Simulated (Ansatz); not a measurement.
**ZrH₂Cl₄ (built from SMILES [Cl][Zr]([Cl])([Cl])[Cl].[H][H]): search for a transition state**

Wanted: the transition state of a four-centre ligand exchange (form Zr1–H7, Cl2–H6 and break Zr1–Cl2, H6–H7). The guess is relaxed with those distances held, a saddle search follows, and vibrations and two downhill relaxations check it.

Program: Ansatz 0.2.0, Gaussian basis. Level of theory: PBE0-D4, def2-SVP first, then def2-TZVP. These are calculated values, not measurements.

143 further runs of the same task are left out: 143 set aside as unsound or not needed. Runs told in other sessions of the task aren't counted.

### 1 Starting geometry

The guess: 7 atoms, charge 0, spin multiplicity 1.

Atoms are counted from 1 here; the program's logs count them from 0.

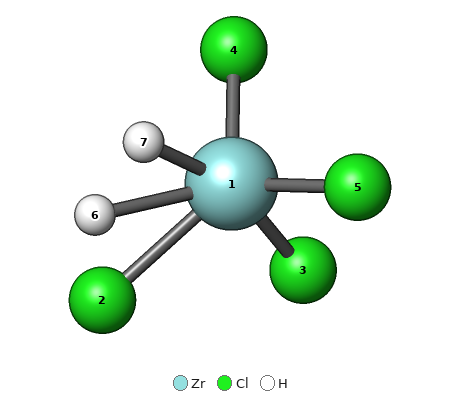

The starting geometry (zirconium light teal, chlorine green, hydrogen white); atoms are numbered from 1 in the order of the file.

Geometry (Å):

| atom | x (Å) | y (Å) | z (Å) |
| --- | --- | --- | --- |
| Zr1 | -0.1940 | 0.1780 | -0.2326 |
| Cl2 | 1.5596 | -1.4900 | 0.3980 |
| Cl3 | 0.2478 | -0.4386 | -2.3816 |
| Cl4 | -2.4040 | -0.3568 | -0.3604 |
| Cl5 | 0.0802 | 2.3996 | -0.6637 |
| H6 | 0.8158 | -0.6176 | 1.5582 |
| H7 | -0.1055 | 0.3254 | 1.6822 |

Distances that are to change: Zr1–H7 1.92 Å, Cl2–H6 1.63 Å, Zr1–Cl2 2.50 Å, H6–H7 1.32 Å.

### 2 Constrained relaxation of the guess

hold/in.yaml reads:

```yaml
crystal:
  periodic: [false, false, false]
  atoms:
    - {symbol: Zr, position_ang: [-0.194000, 0.178000, -0.232600]}
    - {symbol: Cl, position_ang: [1.559600, -1.490000, 0.398000]}
    - {symbol: Cl, position_ang: [0.247800, -0.438600, -2.381600]}
    - {symbol: Cl, position_ang: [-2.404000, -0.356800, -0.360400]}
    - {symbol: Cl, position_ang: [0.080200, 2.399600, -0.663700]}
    - {symbol: H, position_ang: [0.815800, -0.617600, 1.558200]}
    - {symbol: H, position_ang: [-0.105500, 0.325400, 1.682200]}
basis:
  gaussian: {orbitals: def2-SVP}
hamiltonian: {xc: pbe0, dispersion: d4}
relax: {f_tol: 0.04, max_steps: 150, escape_saddle: false, constraints: [{distance: [0, 6]}, {distance: [1, 5]}, {distance: [0, 1]}, {distance: [5, 6]}]}
```

On the command line:

```console
$ ansatz run in.yaml --threads 8 --pin off --events-out ev --progress --plain --max-ram 19148MiB
```

Standard output:

```text
Functional definition: PBE0
  name "PBE0"
  cite "Adamo & Barone, J. Chem. Phys. 110, 6158 (1999) doi:10.1063/1.478522"
  cite "Perdew, Burke & Ernzerhof, Phys. Rev. Lett. 77, 3865 (1996) doi:10.1103/PhysRevLett.77.3865"
  parent pbe
  parameter a = 0.25
  parameter kappa = 0.804
  parameter beta = 0.06672455060314922
  exchange = (1 - a)*pbe_x(kappa = kappa, mu = beta*pi^2/3) + a*exact_x
  correlation = pbe_c(beta = beta)
1154 factors; integrals over basis functions are off by at most 4.2e-4 eV
mean field evaluation 1: about -51376.0972 eV, gradient 1.8e1 eV
mean field evaluation 2: about -51374.9589 eV, gradient 2.8e1 eV
mean field evaluation 4: about -51376.9981 eV, gradient 1.5e0 eV
mean field evaluation 8: about -51377.0058 eV, gradient 8.5e-2 eV
mean field -51377.00584009 eV, -1888.0701400379 hartree, gradient 8.7e-5 eV, S^2 0.000000; 0 other end points of the search recorded, 0 dependent functions left out
the calculation of the forces begins
reference -51377.00590501 eV, -1888.0701424239 hartree; 41, 41 occupied and 72, 72 virtual orbitals, 1154 factors
relax step   1: F+E_penalty+E_count = -51377.26039439 eV  Δ(F+E_penalty+E_count) = +0.000e0 eV  max|allowed force component| = 1.291e0 eV/Å  Δτ_max = 0.0000 Å  (25 SCF iters, accepted)
  distance Zr 0 - H 6 held at 1.922503 Å   reaction = -9.8004e-1 eV/Å
  distance Cl 1 - H 5 held at 1.631068 Å   reaction = +9.8965e-1 eV/Å
  distance Zr 0 - Cl 1 held at 2.500998 Å   reaction = -5.4603e-1 eV/Å
  distance H 5 - H 6 held at 1.324167 Å   reaction = +2.0735e0 eV/Å
these checks for a lower state are left out or cut short: starts, cluster_reference, orbital_swaps, neighbouring_geometries, increment
1154 factors; integrals over basis functions are off by at most 4.4e-4 eV
mean field evaluation 16: about -51376.9265 eV, gradient 1.4e1 eV
mean field -51377.23696763 eV, -1888.0786338185 hartree, gradient 2.4e-5 eV, S^2 0.000000; 0 other end points of the search recorded, 0 dependent functions left out
the calculation of the forces begins
reference -51377.23703344 eV, -1888.0786362369 hartree; 41, 41 occupied and 72, 72 virtual orbitals, 1154 factors
relax step   2: F+E_penalty+E_count = -51377.48206066 eV  Δ(F+E_penalty+E_count) = -2.217e-1 eV  max|allowed force component| = 4.189e-1 eV/Å  Δτ_max = 0.1974 Å  (32 SCF iters, accepted)
  distance Zr 0 - H 6 held at 1.922503 Å   reaction = -1.1054e0 eV/Å
  distance Cl 1 - H 5 held at 1.631068 Å   reaction = +1.1279e0 eV/Å
  distance Zr 0 - Cl 1 held at 2.500998 Å   reaction = -8.6548e-1 eV/Å
  distance H 5 - H 6 held at 1.324167 Å   reaction = +2.0614e0 eV/Å
these checks for a lower state are left out or cut short: starts, cluster_reference, orbital_swaps, neighbouring_geometries, increment
1154 factors; integrals over basis functions are off by at most 4.2e-4 eV
mean field -51377.26671779 eV, -1888.0797271167 hartree, gradient 2.8e-5 eV, S^2 0.000000; 0 other end points of the search recorded, 0 dependent functions left out
the calculation of the forces begins
reference -51377.26678384 eV, -1888.0797295438 hartree; 41, 41 occupied and 72, 72 virtual orbitals, 1154 factors
relax step   3: F+E_penalty+E_count = -51377.51283353 eV  Δ(F+E_penalty+E_count) = -3.077e-2 eV  max|allowed force component| = 3.894e-1 eV/Å  Δτ_max = 0.1623 Å  (29 SCF iters, accepted)
  distance Zr 0 - H 6 held at 1.922503 Å   reaction = -1.2572e0 eV/Å
  distance Cl 1 - H 5 held at 1.631068 Å   reaction = +1.0510e0 eV/Å
  distance Zr 0 - Cl 1 held at 2.500998 Å   reaction = -7.3483e-1 eV/Å
  distance H 5 - H 6 held at 1.324167 Å   reaction = +2.2786e0 eV/Å
these checks for a lower state are left out or cut short: starts, cluster_reference, orbital_swaps, neighbouring_geometries, increment
1154 factors; integrals over basis functions are off by at most 4.2e-4 eV
mean field evaluation 32: about -51377.2759 eV, gradient 5.9e-1 eV
mean field -51377.28150499 eV, -1888.0802705361 hartree, gradient 2.2e-5 eV, S^2 0.000000; 0 other end points of the search recorded, 0 dependent functions left out
the calculation of the forces begins
reference -51377.28157097 eV, -1888.0802729609 hartree; 41, 41 occupied and 72, 72 virtual orbitals, 1154 factors
relax step   4: F+E_penalty+E_count = -51377.52858830 eV  Δ(F+E_penalty+E_count) = -1.575e-2 eV  max|allowed force component| = 3.064e-1 eV/Å  Δτ_max = 0.2017 Å  (32 SCF iters, accepted)
  distance Zr 0 - H 6 held at 1.922503 Å   reaction = -6.3631e-1 eV/Å
  distance Cl 1 - H 5 held at 1.631068 Å   reaction = +8.0085e-1 eV/Å
  distance Zr 0 - Cl 1 held at 2.500998 Å   reaction = -3.9019e-1 eV/Å
  distance H 5 - H 6 held at 1.324167 Å   reaction = +2.2168e0 eV/Å
these checks for a lower state are left out or cut short: starts, cluster_reference, orbital_swaps, neighbouring_geometries, increment
1154 factors; integrals over basis functions are off by at most 4.0e-4 eV
mean field -51377.30755340 eV, -1888.0812277978 hartree, gradient 2.0e-5 eV, S^2 0.000000; 0 other end points of the search recorded, 0 dependent functions left out
the calculation of the forces begins
reference -51377.30761936 eV, -1888.0812302217 hartree; 41, 41 occupied and 72, 72 virtual orbitals, 1154 factors
relax step   5: F+E_penalty+E_count = -51377.55429204 eV  Δ(F+E_penalty+E_count) = -2.570e-2 eV  max|allowed force component| = 2.265e-1 eV/Å  Δτ_max = 0.1914 Å  (30 SCF iters, accepted)
  distance Zr 0 - H 6 held at 1.922503 Å   reaction = -1.0181e0 eV/Å
  distance Cl 1 - H 5 held at 1.631068 Å   reaction = +8.5803e-1 eV/Å
  distance Zr 0 - Cl 1 held at 2.500998 Å   reaction = -5.6236e-1 eV/Å
  distance H 5 - H 6 held at 1.324167 Å   reaction = +2.2059e0 eV/Å
these checks for a lower state are left out or cut short: starts, cluster_reference, orbital_swaps, neighbouring_geometries, increment
1154 factors; integrals over basis functions are off by at most 3.8e-4 eV
mean field -51377.33578173 eV, -1888.0822651696 hartree, gradient 2.3e-5 eV, S^2 0.000000; 0 other end points of the search recorded, 0 dependent functions left out
the calculation of the forces begins
reference -51377.33584771 eV, -1888.0822675943 hartree; 41, 41 occupied and 72, 72 virtual orbitals, 1154 factors
relax step   6: F+E_penalty+E_count = -51377.58226177 eV  Δ(F+E_penalty+E_count) = -2.797e-2 eV  max|allowed force component| = 2.165e-1 eV/Å  Δτ_max = 0.2015 Å  (33 SCF iters, accepted)
  distance Zr 0 - H 6 held at 1.922503 Å   reaction = -7.7439e-1 eV/Å
  distance Cl 1 - H 5 held at 1.631068 Å   reaction = +8.4252e-1 eV/Å
  distance Zr 0 - Cl 1 held at 2.500998 Å   reaction = -5.1381e-1 eV/Å
  distance H 5 - H 6 held at 1.324167 Å   reaction = +2.1580e0 eV/Å
these checks for a lower state are left out or cut short: starts, cluster_reference, orbital_swaps, neighbouring_geometries, increment
1154 factors; integrals over basis functions are off by at most 3.7e-4 eV
mean field -51377.36387566 eV, -1888.0832976025 hartree, gradient 1.6e-5 eV, S^2 0.000000; 0 other end points of the search recorded, 0 dependent functions left out
the calculation of the forces begins
reference -51377.36394158 eV, -1888.0833000249 hartree; 41, 41 occupied and 72, 72 virtual orbitals, 1154 factors
relax step   7: F+E_penalty+E_count = -51377.61083483 eV  Δ(F+E_penalty+E_count) = -2.857e-2 eV  max|allowed force component| = 1.350e-1 eV/Å  Δτ_max = 0.1983 Å  (29 SCF iters, accepted)
  distance Zr 0 - H 6 held at 1.922503 Å   reaction = -7.1827e-1 eV/Å
  distance Cl 1 - H 5 held at 1.631068 Å   reaction = +8.7868e-1 eV/Å
  distance Zr 0 - Cl 1 held at 2.500998 Å   reaction = -5.9215e-1 eV/Å
  distance H 5 - H 6 held at 1.324167 Å   reaction = +2.1125e0 eV/Å
these checks for a lower state are left out or cut short: starts, cluster_reference, orbital_swaps, neighbouring_geometries, increment
1154 factors; integrals over basis functions are off by at most 4.6e-4 eV
mean field evaluation 64: about -51377.3676 eV, gradient 2.6e-3 eV
mean field -51377.36761339 eV, -1888.0834349614 hartree, gradient 1.1e-5 eV, S^2 0.000000; 0 other end points of the search recorded, 0 dependent functions left out
the calculation of the forces begins
reference -51377.36767921 eV, -1888.0834373802 hartree; 41, 41 occupied and 72, 72 virtual orbitals, 1154 factors
relax step   8: F+E_penalty+E_count = -51377.61424874 eV  Δ(F+E_penalty+E_count) = -3.414e-3 eV  max|allowed force component| = 5.131e-1 eV/Å  Δτ_max = 0.1945 Å  (30 SCF iters, accepted)
  distance Zr 0 - H 6 held at 1.922503 Å   reaction = -8.5486e-1 eV/Å
  distance Cl 1 - H 5 held at 1.631068 Å   reaction = +9.6631e-1 eV/Å
  distance Zr 0 - Cl 1 held at 2.500998 Å   reaction = -7.0043e-1 eV/Å
  distance H 5 - H 6 held at 1.324167 Å   reaction = +2.0624e0 eV/Å
these checks for a lower state are left out or cut short: starts, cluster_reference, orbital_swaps, neighbouring_geometries, increment
1154 factors; integrals over basis functions are off by at most 4.3e-4 eV
mean field -51377.38019726 eV, -1888.0838974101 hartree, gradient 7.7e-6 eV, S^2 0.000000; 0 other end points of the search recorded, 0 dependent functions left out
the calculation of the forces begins
reference -51377.38026300 eV, -1888.0838998261 hartree; 41, 41 occupied and 72, 72 virtual orbitals, 1154 factors
relax step   9: F+E_penalty+E_count = -51377.62782930 eV  Δ(F+E_penalty+E_count) = -1.358e-2 eV  max|allowed force component| = 3.311e-1 eV/Å  Δτ_max = 0.1937 Å  (30 SCF iters, accepted)
  distance Zr 0 - H 6 held at 1.922503 Å   reaction = -6.7708e-1 eV/Å
  distance Cl 1 - H 5 held at 1.631068 Å   reaction = +9.9821e-1 eV/Å
  distance Zr 0 - Cl 1 held at 2.500998 Å   reaction = -8.2836e-1 eV/Å
  distance H 5 - H 6 held at 1.324167 Å   reaction = +2.0388e0 eV/Å
these checks for a lower state are left out or cut short: starts, cluster_reference, orbital_swaps, neighbouring_geometries, increment
1154 factors; integrals over basis functions are off by at most 4.0e-4 eV
mean field -51377.39188331 eV, -1888.0843268646 hartree, gradient 1.4e-5 eV, S^2 0.000000; 0 other end points of the search recorded, 0 dependent functions left out
the calculation of the forces begins
reference -51377.39194900 eV, -1888.0843292787 hartree; 41, 41 occupied and 72, 72 virtual orbitals, 1154 factors
relax step  10: F+E_penalty+E_count = -51377.63975399 eV  Δ(F+E_penalty+E_count) = -1.192e-2 eV  max|allowed force component| = 1.662e-2 eV/Å  Δτ_max = 0.0586 Å  (28 SCF iters, accepted)
  distance Zr 0 - H 6 held at 1.922503 Å   reaction = -6.0531e-1 eV/Å
  distance Cl 1 - H 5 held at 1.631068 Å   reaction = +9.3341e-1 eV/Å
  distance Zr 0 - Cl 1 held at 2.500998 Å   reaction = -6.5781e-1 eV/Å
  distance H 5 - H 6 held at 1.324167 Å   reaction = +2.0367e0 eV/Å
1154 factors; integrals over basis functions are off by at most 4.0e-4 eV
mean field evaluation 96: about -51377.3919 eV, gradient 4.1e-4 eV
mean field -51377.39188331 eV, -1888.0843268646 hartree, gradient 1.4e-5 eV, S^2 0.000000; 1 other end points of the search recorded, 0 dependent functions left out
the calculation of the forces begins
reference -51377.39194900 eV, -1888.0843292787 hartree; 41, 41 occupied and 72, 72 virtual orbitals, 1154 factors
Total energy: -51377.63981968 eV, -1888.0934383583 hartree
Atom 0 at    -0.233359     0.109731    -0.332503 Å, force    -0.555170     0.330398    -0.744026 eV/Å
Atom 1 at     0.695459    -1.974738     0.690862 Å, force     0.403466     0.288219     0.656928 eV/Å
Atom 2 at     0.827071    -0.226337    -2.378329 Å, force     0.007961     0.001705    -0.016616 eV/Å
Atom 3 at    -2.444221    -0.611957    -0.199290 Å, force    -0.004199    -0.002067    -0.000730 eV/Å
Atom 4 at    -0.520328     2.436638    -0.343454 Å, force     0.005477     0.007380     0.003123 eV/Å
Atom 5 at     0.966504    -0.511490     1.358564 Å, force    -0.551234     1.147229    -0.616398 eV/Å
Atom 6 at     0.708774     0.778154     1.204251 Å, force     0.693699    -1.772865     0.717720 eV/Å
Dipole moment:     0.265921    -0.192517     0.361410 e Å
```

It took 13 s on 8 threads of Arm Neoverse V2, shared host.

Along the way:

| step | energy from step 1 (eV) | largest force component (eV/Å) |
| --- | --- | --- |
| 1 | 0.0000 | 1.2912 |
| 2 | -0.2217 | 0.4189 |
| 3 | -0.2524 | 0.3894 |
| 4 | -0.2682 | 0.3064 |
| 5 | -0.2939 | 0.2265 |
| 6 | -0.3219 | 0.2165 |
| 7 | -0.3504 | 0.1350 |
| 8 | -0.3539 | 0.5131 |
| 9 | -0.3674 | 0.3311 |
| 10 | -0.3794 | 0.0166 |

Close pairs (by a distance rule), those that changed most:

```csv
bond,before (Å),after (Å),change (Å)
Zr1–Cl5,2.280,2.345,+0.065
Zr1–Cl4,2.277,2.329,+0.052
Zr1–Cl3,2.279,2.329,+0.050
Zr1–H6,2.204,2.165,-0.040
Zr1–Cl2,2.501,2.501,+0.000
Zr1–H7,1.923,1.923,+0.000
```

### 3 Force constants to start from

hessian/in.yaml reads:

```yaml
crystal:
  periodic: [false, false, false]
  atoms:
    - {symbol: Zr, position_ang: [-0.233359, 0.109731, -0.332503]}
    - {symbol: Cl, position_ang: [0.695459, -1.974738, 0.690862]}
    - {symbol: Cl, position_ang: [0.827071, -0.226337, -2.378329]}
    - {symbol: Cl, position_ang: [-2.444221, -0.611957, -0.199290]}
    - {symbol: Cl, position_ang: [-0.520328, 2.436638, -0.343454]}
    - {symbol: H, position_ang: [0.966504, -0.511490, 1.358564]}
    - {symbol: H, position_ang: [0.708774, 0.778154, 1.204251]}
basis:
  gaussian: {orbitals: def2-SVP}
hamiltonian: {xc: pbe0, dispersion: d4}
phonons: {}
scf: {lower_state_search: off}
```

On the command line:

```console
$ ansatz run in.yaml --threads 8 --pin off --events-out ev --progress --plain --max-ram 19148MiB
```

Standard output, shortened:

```text
[... 5 set-up lines as earlier in the session ...]
[...]
1156 factors; integrals over basis functions are off by at most 1.8e-4 eV
[...]
mean field -51377.39187880 eV, -1888.0843266990 hartree, gradient 6.4e-6 eV, S^2 0.000000; 0 other end points of the search recorded, 0 dependent functions left out
[...]
reference -51377.39194452 eV, -1888.0843291140 hartree; 41, 41 occupied and 72, 72 virtual orbitals, 1156 factors
[... from here to the last solve, the lines of the solves are left out (41 solves) ...]
1156 factors; integrals over basis functions are off by at most 1.9e-4 eV
mean field -51377.39003763 eV, -1888.0842590372 hartree, gradient 1.4e-6 eV, S^2 0.000000; 0 other end points of the search recorded, 0 dependent functions left out
[...]
WARN: phonons: modes at or below zero, which the zero-point energy, F, S and C_V leave out: 1, the lowest at -1308.78 cm⁻¹. A minimum has none, and a first-order saddle one
[...]
Total energy: -51377.63981520 eV, -1888.0934381936 hartree
Atom 0 at    -0.233359     0.109731    -0.332503 Å, force    -0.555307     0.329847    -0.744058 eV/Å
Atom 1 at     0.695459    -1.974738     0.690862 Å, force     0.403467     0.288254     0.656931 eV/Å
Atom 2 at     0.827071    -0.226337    -2.378329 Å, force     0.008056     0.001839    -0.016613 eV/Å
Atom 3 at    -2.444221    -0.611957    -0.199290 Å, force    -0.004216    -0.001971    -0.000669 eV/Å
Atom 4 at    -0.520328     2.436638    -0.343454 Å, force     0.005550     0.007430     0.003143 eV/Å
Atom 5 at     0.966504    -0.511490     1.358564 Å, force    -0.551272     1.147305    -0.616546 eV/Å
Atom 6 at     0.708774     0.778154     1.204251 Å, force     0.693722    -1.772705     0.717811 eV/Å
Dipole moment:     0.265922    -0.192519     0.361410 e Å
Vibrations: -1308.78 83.87 100.65 113.70 118.89 146.68 267.80 319.96 391.92 406.95 436.64 822.49 1183.10 1274.46 1741.88 cm⁻¹, zero-point energy 0.459299 eV
Checks for a lower state left out: stability, starts, cluster_reference, orbital_swaps, neighbouring_geometries, increment
```

It took 33 s on 8 threads of Arm Neoverse V2, shared host.

The structure is not stationary yet, so these wavenumbers are no spectrum; the search needs only the force constants.

### 4 Saddle search in the small basis

A small driver takes partitioned rational-function steps: uphill along one mode, downhill along the rest. It calls the program once a step for energy and forces and updates the Hessian by Bofill's formula. It stops when the largest force is under 0.04 eV/Å and the followed curvature is negative. The first step's input:

presaddle/in.yaml reads:

```yaml
crystal:
  periodic: [false, false, false]
  atoms:
    - {symbol: Zr, position_ang: [-0.233359, 0.109731, -0.332503]}
    - {symbol: Cl, position_ang: [0.695459, -1.974738, 0.690862]}
    - {symbol: Cl, position_ang: [0.827071, -0.226337, -2.378329]}
    - {symbol: Cl, position_ang: [-2.444221, -0.611957, -0.199290]}
    - {symbol: Cl, position_ang: [-0.520328, 2.436638, -0.343454]}
    - {symbol: H, position_ang: [0.966504, -0.511490, 1.358564]}
    - {symbol: H, position_ang: [0.708774, 0.778154, 1.204251]}
basis:
  gaussian: {orbitals: def2-SVP}
hamiltonian: {xc: pbe0, dispersion: d4}
output: {forces: true}
scf: {lower_state_search: off}
```

On the command line:

```console
$ ansatz run in.yaml --threads 8 --pin off --events-out ev --progress --plain --max-ram 19148MiB
```

The driver's record:

| step | energy (eV) | largest force (eV/Å) | followed curvature (eV/Å²) |
| --- | --- | --- | --- |
| 1 | -51377.63977 | 1.7727 | -8.60 |
| 2 | -51377.86142 | 1.1511 | -7.35 |
| 3 | -51377.79134 | 0.9428 | -4.51 |
| 4 | -51377.72193 | 0.8843 | -0.22 |
| 5 | -51377.69360 | 0.4257 | -2.97 |
| 6 | -51377.70765 | 0.2834 | -3.06 |
| 7 | -51377.71401 | 0.3903 | -0.68 |
| 8 | -51377.70530 | 0.8678 | -4.51 |
| 9 | -51377.72849 | 0.2139 | -3.77 |
| 10 | -51377.73028 | 0.1239 | -3.74 |
| 11 | -51377.73410 | 0.1102 | -3.78 |
| 12 | -51377.72189 | 0.2810 | -3.77 |
| 13 | -51377.73606 | 0.0815 | -3.79 |
| 14 | -51377.73687 | 0.0799 | -3.66 |
| 15 | -51377.73728 | 0.0614 | -3.52 |
| 16 | -51377.73711 | 0.0488 | -1.11 |
| 17 | -51377.73706 | 0.0315 | -0.68 |

The 17 steps took 14 s in all (8 threads of Arm Neoverse V2, shared host).

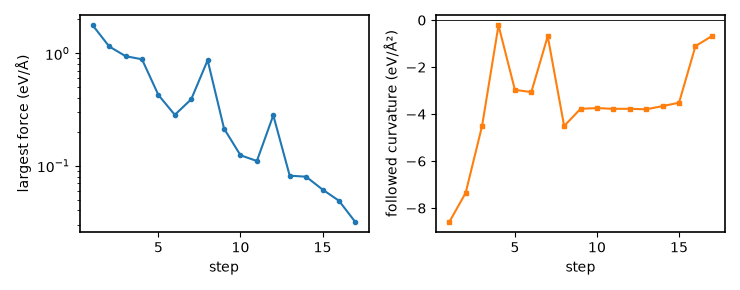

Largest force and followed curvature during the search.

### 5 Saddle search in triple zeta

A small driver takes partitioned rational-function steps: uphill along one mode, downhill along the rest. It calls the program once a step for energy and forces and updates the Hessian by Bofill's formula. It stops when the largest force is under 0.01 eV/Å and the followed curvature is negative. The first step's input:

saddle/in.yaml reads:

```yaml
crystal:
  periodic: [false, false, false]
  atoms:
    - {symbol: Zr, position_ang: [-0.333538, 0.474401, -0.414511]}
    - {symbol: Cl, position_ang: [0.730368, -2.034998, 0.734520]}
    - {symbol: Cl, position_ang: [0.931919, -0.151686, -2.278930]}
    - {symbol: Cl, position_ang: [-2.405339, -0.547588, -0.057963]}
    - {symbol: Cl, position_ang: [-0.794479, 2.726291, -0.704160]}
    - {symbol: H, position_ang: [1.212268, -1.203779, 1.603788]}
    - {symbol: H, position_ang: [0.658701, 0.737358, 1.117357]}
basis:
  gaussian: {orbitals: def2-TZVP}
hamiltonian: {xc: pbe0, dispersion: d4}
output: {forces: true}
scf: {lower_state_search: off}
```

On the command line:

```console
$ ansatz run in.yaml --threads 8 --pin off --events-out ev --progress --plain --max-ram 19148MiB
```

Step by step:

```
step   energy (eV)  largest force (eV/Å)  followed curvature (eV/Å²)
   1  -51395.06883                0.1714                       -0.68
   2  -51395.06897                0.1067                        0.05
   3  -51395.06637                0.0593                       -0.21
   4  -51395.06233                0.0962                       -0.19
   5  -51395.06464                0.1288                       -0.14
   6  -51395.06394                0.1540                       -0.59
   7  -51395.06610                0.0809                       -0.51
   8  -51395.06639                0.0307                       -0.52
   9  -51395.06655                0.0185                       -0.62
  10  -51395.06663                0.0383                       -0.41
  11  -51395.06668                0.0104                       -0.45
  12  -51395.06672                0.0087                       -0.29
```

The 12 steps took 22 s in all (8 threads of Arm Neoverse V2, shared host).

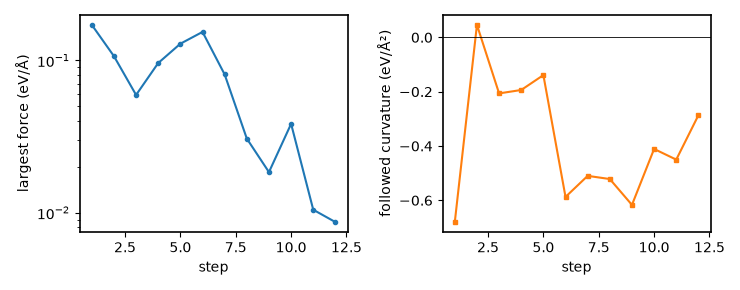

Largest force and followed curvature during the search.

Geometry at the end of the search:

```xyz
7
Cl4H2Zr
Zr   -0.3141    0.4489   -0.3923
Cl    0.7298   -2.0507    0.7523
Cl    0.9227   -0.1638   -2.2685
Cl   -2.3885   -0.5623   -0.0676
Cl   -0.7748    2.6977   -0.6691
H     1.1311   -1.0699    1.5001
H     0.6939    0.7002    1.1452
```

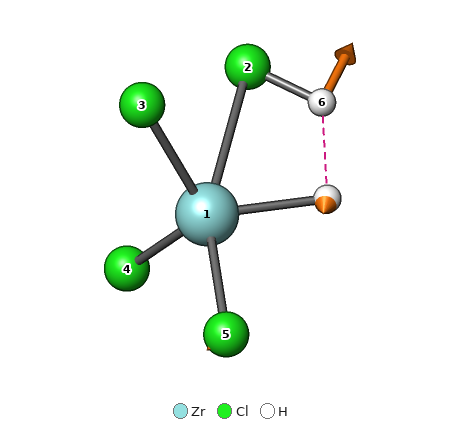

The point found; arrows show the followed mode. Pairs that react are joined by broken lines, hidden where the pair is close enough to be drawn as a bond.

[end of part 1 of 2]
